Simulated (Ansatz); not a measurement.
**Ti3Al (Fm-3m): equation of state with a fit in Python**

Where is the equilibrium volume of Ti3Al (Fm-3m), and how stiff is it? A script is to give an equation of state with a fit; the system is Ti3Al (Fm-3m).

Computed with Ansatz 0.2.0 through its Python package. Level of theory: DFT r2SCAN, plane waves, PAW.

### 1 The structure

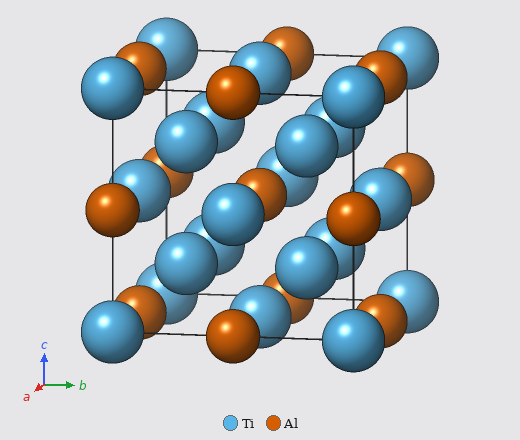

The structure that the script starts from, seen slightly off an axis (titanium blue, aluminium orange). The cell is the conventional one. Atoms on cell faces are repeated.

The script holds or builds the structure itself.

### 2 The script

ti3al_eos.py

```python
"""Energy against volume for Ti3Al, with a fit."""

from dataclasses import dataclass

import ansatz as az
import numpy as np


@dataclass
class RunConfig:
    xc: str = "r2SCAN"
    occupations: str = "cold"
    sigma: float = 0.15
    tolerance: float = 1e-08
    cutoff: int = 600
    mesh: tuple[int, ...] = (6, 6, 6)


cfg = RunConfig()

VECTORS = np.array([
    [0.0, 3.23178, 3.23178],
    [3.23178, 0.0, 3.23178],
    [3.23178, 3.23178, 0.0],
])
SITES = [
    ("Ti", (0.75, 0.75, 0.75)),
    ("Ti", (0.25, 0.25, 0.25)),
    ("Ti", (0.0, 0.0, 0.0)),
    ("Al", (0.5, 0.5, 0.5)),
]


def on_lattice(cell):
    crystal = az.Crystal(lattice=az.Lattice.of(cell))
    for symbol, position in SITES:
        crystal = crystal.atom(symbol, position)
    return crystal


def main() -> None:
    # scale the volume, keep shape and fractions
    volumes, energies, pressures = [], [], []
    for scale in np.linspace(0.92, 1.08, 7):
        cell = VECTORS * scale ** (1 / 3)
        model = (
            on_lattice(cell).calculation()
            .functional(cfg.xc)
            .occupations(cfg.occupations, width=cfg.sigma)
            .scf(tolerance=cfg.tolerance)
            .basis(cfg.cutoff)
            .kpoints(*cfg.mesh)
            .stress()
        )
        data = model.run(threads=1, backend="cpu").report
        volumes.append(abs(np.linalg.det(cell)) / len(SITES))
        energies.append(data["free_energy_ev"] / len(SITES))
        pressures.append(np.trace(data["stress_gpa"]) / 3)
        print(f"V = {volumes[-1]:8.4f} A^3/atom  F = {energies[-1]:.5f} eV/atom  P = {pressures[-1]:8.3f} GPa")

    # third-order Birch-Murnaghan: a cubic in V^(-2/3)
    x = np.array(volumes) ** (-2 / 3)
    poly = np.polynomial.Polynomial.fit(x, energies, 3).convert()
    roots = poly.deriv().roots()
    x0 = min((r.real for r in roots if abs(r.imag) < 1e-9 and poly.deriv(2)(r.real) > 0), key=lambda r: abs(r - x.mean()))
    v0 = x0 ** -1.5
    b0 = 4 / 9 * poly.deriv(2)(x0) * v0 ** (-7 / 3) * 160.21766
    b1 = 4 + 2 / 3 * x0 * poly.deriv(3)(x0) / poly.deriv(2)(x0)
    print(f"V0 = {v0:.4f} A^3/atom, B0 = {b0:.1f} GPa, dB/dP = {b1:.2f}")


if __name__ == "__main__":
    main()
```

### 3 Running it

Started as:

```console
$ python ti3al_eos.py
```

What it wrote:

```text
DeckWarning: output.stress: scf.convergence.dr2_threshold = 1e-8 eV is looser than the 4e-10 eV advised for a printed stress (1e-10 eV for each atom of the cell: 4). What an SCF threshold leaves in a stress goes as its square root, and in the free energy as [...]
V =  15.5268 A^3/atom  F = -2013.50919 eV/atom  P =    8.614 GPa
V =  15.9769 A^3/atom  F = -2013.52753 eV/atom  P =    4.533 GPa
V =  16.4270 A^3/atom  F = -2013.53511 eV/atom  P =    0.940 GPa
V =  16.8770 A^3/atom  F = -2013.53321 eV/atom  P =   -2.225 GPa
V =  17.3271 A^3/atom  F = -2013.52296 eV/atom  P =   -5.012 GPa
V =  17.7771 A^3/atom  F = -2013.50536 eV/atom  P =   -7.465 GPa
V =  18.2272 A^3/atom  F = -2013.48130 eV/atom  P =   -9.623 GPa
V0 = 16.5545 A^3/atom, B0 = 119.5 GPa, dB/dP = 3.69
```

(Warnings from the package without file and line, shortened.)

Wall time 36 s (1 thread of Arm Neoverse V2, shared host); peak memory 0.72 GiB.

Lines on the test bed's own set-up are left out of the output.

### 4 Run by run

One row for each of the 7 runs:

| run | volume (Å³/atom) | energy from run 3 (meV/atom) | pressure (GPa) | SCF cycles | CPU time (s) |
| --- | --- | --- | --- | --- | --- |
| 1 | 15.527 | 25.92 | 8.61 | 9 | 4.6 |
| 2 | 15.977 | 7.58 | 4.53 | 9 | 4.5 |
| 3 | 16.427 | 0.00 | 0.94 | 8 | 5 |
| 4 | 16.877 | 1.90 | -2.23 | 8 | 4.9 |
| 5 | 17.327 | 12.15 | -5.01 | 8 | 5.2 |
| 6 | 17.777 | 29.75 | -7.47 | 9 | 5.3 |
| 7 | 18.227 | 53.81 | -9.62 | 9 | 5.5 |

Energies are free energies F = E - TS of the smeared occupations. 

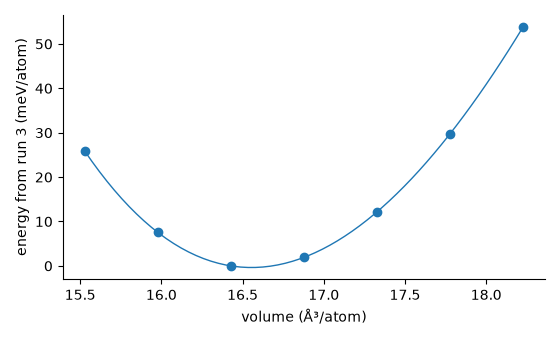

Energy against volume; the line is a third-order Birch-Murnaghan fit.

### 5 Outcome

| quantity | value |
| --- | --- |
| runs compared | 7 |
| range of energy | 53.81 meV/atom |
| lowest point, volume (Å³/atom) | 16.427 |
| equilibrium volume (fit) | 16.55 Å³/atom |
| bulk modulus (fit) | 120 GPa |

**Reading.** A third-order Birch-Murnaghan fit through the 7 points has its minimum at 16.55 Å³ an atom, 1.9 % below the typed cell, with a bulk modulus of 120 GPa and dB/dP = 3.7. From that minimum the energy rises by 26.3 meV an atom on the compressed side and 54.2 meV on the expanded side. What to keep in mind:
- Spin is left out of this run.
- For a metal this k-point mesh is coarse: on a finer one energies can move by several to tens of meV an atom and pressures by half a GPa or more, differences at one mesh by less.
- Pressure is positive in compression.
- The structure comes from a database of computed cells and needn't be a stable or known phase.
